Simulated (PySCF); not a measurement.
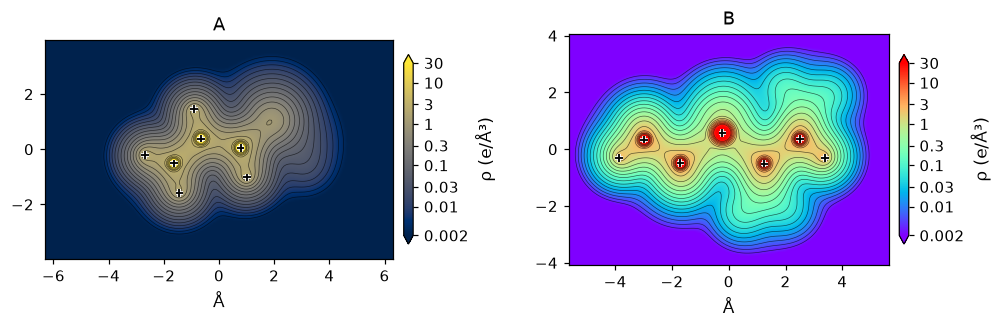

The electron density of 2 systems, each on a plane through atoms (crosses mark nuclei in the plane).

Theory: PBE0/pcSseg-1, SCF density, gas phase, non-relativistic (PySCF).

System 1: C$_{6}$H$_{15}$OP, the plane of atoms P5, C7 and C8. Geometry: PBE0-D3(BJ)/def2-SVP.

```xyz
23

C    -2.9144    0.8625    0.1571
C    -2.4254   -0.4147    0.8224
C    -1.0215   -0.3431    1.4351
C    -0.6279   -1.6775    2.0619
P     0.1774    0.1389    0.1302
O     0.0141   -0.6259   -1.1504
C     1.8514    0.0538    0.8443
C     2.8965    0.5202   -0.1602
H    -2.3357    1.0842   -0.7531
H    -2.8430    1.7314    0.8316
H    -3.9667    0.7633   -0.1475
H    -3.1231   -0.7137    1.6236
H    -2.4267   -1.2317    0.0819
H    -0.9935    0.4568    2.1992
H    -0.5116   -2.4498    1.2851
H    -1.4119   -2.0178    2.7563
H     0.3124   -1.6160    2.6294
H    -0.0111    1.5546    0.0241
H     1.8713    0.6470    1.7749
H     2.0240   -0.9987    1.1215
H     2.8043   -0.0518   -1.0952
H     2.7721    1.5863   -0.4073
H     3.9149    0.3845    0.2326
```

System 2: C$_{6}$H$_{9}$P, the plane of atoms C2, C3 and H11. Geometry: PBE0-D3(BJ)/def2-SVP.

```tsv
atom	x (Å)	y (Å)	z (Å)
C	-2.9361	0.4569	-0.9814
C	-1.8712	0.7399	-0.2265
C	-0.9425	-0.2607	0.3266
P	-0.4499	-0.0934	2.1392
C	0.5022	0.0863	0.5296
C	1.5528	-0.8782	0.1683
C	2.7828	-0.5577	-0.2430
H	-3.5874	1.2478	-1.3592
H	-3.1928	-0.5737	-1.2461
H	-1.6505	1.7868	0.0178
H	-1.1361	-1.2898	0.0037
H	-0.1549	-1.4834	2.3048
H	0.7600	1.1336	0.3299
H	1.2746	-1.9362	0.2591
H	3.1033	0.4838	-0.3434
H	3.5131	-1.3306	-0.4929
```

Which map belongs to which system?

Answer. Panel A is system 2, C$_{6}$H$_{9}$P: the plane holds C and H. C–C (1.34 Å): ρ at the midpoint is about 2.3 e/Å³. Panel B is system 1, C$_{6}$H$_{15}$OP: the plane holds C, P and H. C–C (1.53 Å): the density is about 1.6 e/Å³ at the midpoint.
